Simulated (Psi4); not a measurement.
# One shape, several levels: CH3BF3Ge+ (SMILES [CH3][Ge+]([F])[B](F)F)

We compute a comparison of 5 runs (HF/STO-3G, HF/3-21G, B3LYP/6-31G*, MP2/6-31G*) of CH3BF3Ge+. 

The results are computed with Psi4 1.11.

## (1) The system as given

The species is CH3BF3Ge+ (9 atoms), meant as a singlet with charge +1. As SMILES, `[CH3][Ge+]([F])[B](F)F`. Geometry: a GFN2-xTB relaxation, a rough one for these elements and not checked as a minimum.

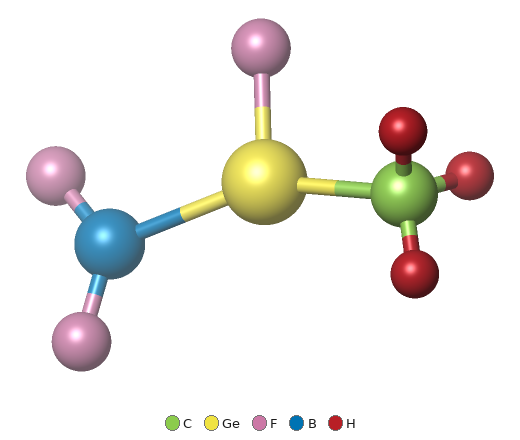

The structure, seen from a chosen angle (carbon green, germanium yellow, fluorine pink, boron blue, hydrogen red).

## (2) Energy and forces at HF/STO-3G (run 1)

job.inp reads:

```
memory 1600 MB

molecule mol {
  1 1
  C     -1.827570    -0.232630    -0.019740
  Ge     0.127990     0.202360    -0.000590
  F      0.165210     1.931220    -0.020140
  B      2.303130    -0.280720     0.029180
  F      3.084040     0.724700     0.087070
  F      2.676590    -1.500590    -0.012720
  H     -2.003290    -1.308940    -0.075000
  H     -2.263930     0.280640    -0.885140
  H     -2.262170     0.183950     0.897070
  symmetry c1
}

set {
  puream true
  e_convergence 1e-09
  d_convergence 1e-08
  scf_type pk
}

e_tot, wfn = gradient('hf/STO-3G', return_wfn=True)
oeprop(wfn, 'WIBERG_LOWDIN_INDICES', 'MAYER_INDICES', 'DIPOLE')
```

Launch:

```console
$ psi4 job.inp job.out -n 1
```

job.out:

```text
[...]
  Running in c1 symmetry.
[...]
  Nuclear repulsion =  431.116058451647575
[...]
  Multiplicity = 1
[...]
  Nalpha       = 36
  Nbeta        = 36
[...]
    Number of basis functions: 46
[...]
   @RHF iter   1: -2408.96468154883996   -4.93441e+00   1.54221e-02 DIIS/ADIIS
[...]
   @RHF iter  12: -2409.32903881811808   -9.09495e-13   5.70662e-09 DIIS
[...]
    Orbital Energies [Eh]
    ---------------------
    Doubly Occupied:
       1A   -400.855527     2A    -50.697889     3A    -45.763225
       4A    -45.761103     5A    -45.760067     6A    -26.237988
       7A    -26.232367     8A    -26.111008     9A    -11.246168
      10A     -7.773777    11A     -6.789097    12A     -4.833476
      13A     -4.827960    14A     -4.826169    15A     -1.784329
      16A     -1.753418    17A     -1.666269    18A     -1.115698
      19A     -0.971014    20A     -0.970212    21A     -0.968388
      22A     -0.963431    23A     -0.957378    24A     -0.905242
      25A     -0.865305    26A     -0.834975    27A     -0.811731
      28A     -0.779429    29A     -0.736540    30A     -0.735452
      31A     -0.718773    32A     -0.702599    33A     -0.701128
      34A     -0.665245    35A     -0.633233    36A     -0.560150
[...]
  @RHF Final Energy: -2409.32903881811808
   => Energetics <=
    Nuclear Repulsion Energy =            431.1160584516475751
    One-Electron Energy =               -4223.8586760189009510
    Two-Electron Energy =                1383.4135787491354677
    Total Energy =                      -2409.3290388181180788
[...]
  -Total Gradient:
     Atom            X                  Y                   Z
    ------   -----------------  -----------------  -----------------
       1       -0.033027213255    -0.002004523788    -0.000697756972
       2        0.012231566457    -0.061818559442     0.000957222222
       3        0.004118147041     0.055227385969    -0.000595436093
       4        0.029582700173     0.009021885784     0.000295990674
       5       -0.005788944408    -0.011309933180    -0.000551551517
       6       -0.002641878067     0.008725397113     0.000407569935
       7        0.000842376189    -0.007723173233    -0.000280925732
       8       -0.002677526135     0.005418073860    -0.006682738343
       9       -0.002639227977     0.004463446914     0.007147625823
[...]
 Multipole Moments:
 ------------------------------------------------------------------------------------
     Multipole            Electronic (a.u.)      Nuclear  (a.u.)        Total (a.u.)
 ------------------------------------------------------------------------------------
 L = 1.  Multiply by 2.5417464519 to convert [e a0] to [Debye]
 Dipole X            :          6.4616082           -7.2708893           -0.8092810
 Dipole Y            :          0.8322597           -1.5216615           -0.6894017
 Dipole Z            :          0.0680522           -0.0661785            0.0018738
 Magnitude           :                                                    1.0631153
[...]
```

Run time: 3.9 s. Hardware: 1 thread of Intel Xeon Platinum 8488C (Sapphire Rapids), shared host; peak memory 0.2 GiB.

## (3) Energy and forces at HF/3-21G (run 2)

ch3bf3ge.xyz reads:

```xyz
9
CH3BF3Ge
C     -1.827570    -0.232630    -0.019740
Ge     0.127990     0.202360    -0.000590
F      0.165210     1.931220    -0.020140
B      2.303130    -0.280720     0.029180
F      3.084040     0.724700     0.087070
F      2.676590    -1.500590    -0.012720
H     -2.003290    -1.308940    -0.075000
H     -2.263930     0.280640    -0.885140
H     -2.262170     0.183950     0.897070
```

run_ase.py reads:

```python
import numpy as np
from ase.calculators.psi4 import Psi4
from ase.io import read

a = read('ch3bf3ge.xyz')
calc = Psi4(atoms=a, method='scf', basis='3-21G', memory='1600MB', num_threads=1, charge=1, multiplicity=1, label='psi4-calc', reference='rhf')
calc.psi4.set_options({'puream': True, 'e_convergence': 1e-09, 'd_convergence': 1e-08, 'scf_type': 'pk'})
a.calc = calc

forces = a.get_forces()
print(f'energy: {a.get_potential_energy():.6f} eV')
print('forces / eV A^-1')
print(np.round(forces, 5))
```

Launch:

```console
$ python run_ase.py
```

psi4-calc.dat, shortened:

```text
[...]
  Running in c1 symmetry.
[...]
  Nuclear repulsion =  431.116058451647575
[...]
  Multiplicity = 1
[...]
  Nalpha       = 36
  Nbeta        = 36
[...]
    Number of basis functions: 73
[...]
   @RHF iter   1: -2425.59443124420750   -4.87611e+00   1.04458e-02 DIIS/ADIIS
[...]
   @RHF iter  13: -2425.88266395064602   -3.18323e-12   3.51248e-09 DIIS
[...]
  @RHF Final Energy: -2425.88266395064602
   => Energetics <=
    Nuclear Repulsion Energy =            431.1160584516475751
    One-Electron Energy =               -4227.4431058900681819
    Two-Electron Energy =                1370.4443834877747577
    Total Energy =                      -2425.8826639506460197
[...]
 Multipole Moments:
 ------------------------------------------------------------------------------------
     Multipole            Electronic (a.u.)      Nuclear  (a.u.)        Total (a.u.)
 ------------------------------------------------------------------------------------
 L = 1.  Multiply by 2.5417464519 to convert [e a0] to [Debye]
 Dipole X            :          5.7242732           -7.2708893           -1.5466161
 Dipole Y            :          0.2792268           -1.5216615           -1.2424346
 Dipole Z            :          0.0668557           -0.0661785            0.0006773
 Magnitude           :                                                    1.9838512
[...]
  -Total Gradient:
     Atom            X                  Y                   Z
    ------   -----------------  -----------------  -----------------
       1       -0.022384601661     0.007553680910    -0.000419217421
       2        0.006585797422    -0.048806820277     0.000860599243
       3        0.000575978546     0.038227025659    -0.000487011973
       4        0.059585955947    -0.001796138431     0.000665526363
       5       -0.026652359032    -0.040212702119    -0.002246948429
       6       -0.011178355209     0.047107011702     0.001739039794
       7        0.000135091889    -0.008624096683    -0.000402407259
       8       -0.003489339076     0.003710299240    -0.006388928464
       9       -0.003178168862     0.002841739998     0.006679348145
[...]
```

The script printed:

```text
energy: -66011.629619 eV
forces / eV A^-1
[[ 1.15106 -0.38843  0.02156]
 [-0.33866  2.50975 -0.04425]
 [-0.02962 -1.96571  0.02504]
 [-3.06403  0.09236 -0.03422]
 [ 1.37052  2.06782  0.11554]
 [ 0.57481 -2.42234 -0.08943]
 [-0.00695  0.44347  0.02069]
 [ 0.17943 -0.19079  0.32853]
 [ 0.16343 -0.14613 -0.34347]]
```

It took 4.2 s on 1 thread of Intel Xeon Platinum 8488C (Sapphire Rapids), shared host; peak memory 0.29 GiB.

Runs 3 to 4 aren't shown in full; the table further down has their settings and results.

## (4) The energy at MP2/6-31G(d) (spherical functions) (run 5)

ch3bf3ge.in reads:

```
memory 1.6 GB

molecule m {
  1 1
  C     -1.827570    -0.232630    -0.019740
  Ge     0.127990     0.202360    -0.000590
  F      0.165210     1.931220    -0.020140
  B      2.303130    -0.280720     0.029180
  F      3.084040     0.724700     0.087070
  F      2.676590    -1.500590    -0.012720
  H     -2.003290    -1.308940    -0.075000
  H     -2.263930     0.280640    -0.885140
  H     -2.262170     0.183950     0.897070
  symmetry c1
  no_reorient
  no_com
}

set globals {
  puream true
  e_convergence 1e-09
  d_convergence 1e-08
  scf_type pk
  num_frozen_docc 14
  mp2_type conv
}

result = energy('mp2/6-31G*')
```

Launch:

```console
$ psi4 -n 1 ch3bf3ge.in ch3bf3ge.out
```

ch3bf3ge.out:

```text
[...]
  Running in c1 symmetry.
[...]
  Nuclear repulsion =  431.116058451647575
[...]
  Multiplicity = 1
[...]
  Nalpha       = 36
  Nbeta        = 36
[...]
    Number of basis functions: 108
[...]
   @RHF iter   1: -2436.60566628580773   -4.09294e+00   2.11473e-02 ADIIS/DIIS
[...]
   @RHF iter  12: -2437.55109957688728   -1.27329e-11   9.99352e-09 DIIS
[...]
    Orbital Energies [Eh]
    ---------------------
    Doubly Occupied:
       1A   -405.555757     2A    -52.488594     3A    -46.580622
       4A    -46.578023     5A    -46.576624     6A    -26.532128
       7A    -26.531795     8A    -26.475858     9A    -11.459501
      10A     -7.970837    11A     -7.514824    12A     -5.493614
      13A     -5.486788    14A     -5.482236    15A     -1.953358
      16A     -1.944598    17A     -1.938119    18A     -1.936249
      19A     -1.932054    20A     -1.865209    21A     -1.839223
      22A     -1.739416    23A     -1.166977    24A     -1.030817
      25A     -0.981303    26A     -0.967880    27A     -0.926365
      28A     -0.911761    29A     -0.864671    30A     -0.864075
      31A     -0.835599    32A     -0.824538    33A     -0.785525
      34A     -0.777817    35A     -0.759022    36A     -0.653131
[...]
  @RHF Final Energy: -2437.55109957688728
   => Energetics <=
    Nuclear Repulsion Energy =            431.1160584516475751
    One-Electron Energy =               -4240.8844981152415130
    Two-Electron Energy =                1372.2173400867068267
    Total Energy =                      -2437.5510995768872817
[...]
 Multipole Moments:
 ------------------------------------------------------------------------------------
     Multipole            Electronic (a.u.)      Nuclear  (a.u.)        Total (a.u.)
 ------------------------------------------------------------------------------------
 L = 1.  Multiply by 2.5417464519 to convert [e a0] to [Debye]
 Dipole X            :        -97.2466660           97.2246706           -0.0219954
 Dipole Y            :        -25.8513200           25.0006231           -0.8506969
 Dipole Z            :         -0.8062873            0.8190073            0.0127200
 Magnitude           :                                                    0.8510763
[...]
	SCS-MP2 Total Energy (a.u.)        : -2438.45257109322392
	SOS-MP2 Total Energy (a.u.)        : -2438.43023831567098
	SCSN-MP2 Total Energy (a.u.)       : -2438.02608222242816
[...]
	SOS-PI-MP2 Total Energy (a.u.)     : -2438.49786437250032
[...]
	MP2 Total Energy (a.u.)            : -2438.49723664833073
[...]
```

Wall time 15 s (1 thread of Intel Xeon Platinum 8488C (Sapphire Rapids), shared host); peak memory 0.77 GiB.

## (5) Overview of the runs

| run | level | properties | integration grid | energy (Eh) | HOMO energy (eV) | LUMO energy (eV) | HOMO–LUMO gap (eV) | wall time |
| --- | --- | --- | --- | --- | --- | --- | --- | --- |
| 1 | HF/STO-3G | (wiberg, mayer, dipole) | – | -2409.329039 | -15.24 | -2.82 | 12.43 | 3.9 s |
| 2 | HF/3-21G | – | – | -2425.882664 | -17.77 | -5.91 | 11.86 | 4.2 s |
| 3 | B3LYP/6-31G* (spherical functions) | – | 99 radial × 590 angular | -2440.887913 | -14.35 | -9.17 | 5.19 | 42 s |
| 4 | B3LYP/6-31G* (Cartesian functions) | – | 99 radial × 590 angular | -2440.898343 | -14.35 | -9.15 | 5.20 | 38 s |
| 5 | MP2/6-31G* (spherical functions) | – | – | -2438.497237 | -17.77 | -5.79 | 11.99 | 15 s |

## (6) Outcome

```
                                           quantity           value
                                run 5: total energy  -2438.49724 Eh
         run 5: HOMO energy (Hartree–Fock orbitals)       -17.77 eV
         run 5: LUMO energy (Hartree–Fock orbitals)        -5.79 eV
       run 5: HOMO–LUMO gap (Hartree–Fock orbitals)        11.99 eV
run 5: correlation energy (14 core orbitals frozen)      -946.1 mEh
```

In words: Over runs 1, 2, 3, 4 the HOMO–LUMO gap runs from 5.19 eV (B3LYP/6-31G*) to 12.43 eV (HF/STO-3G). The two ends differ in method and basis. In run 1 the basis is minimal, so the values are rough. All runs together took 1.7 min, the longest 42 s.
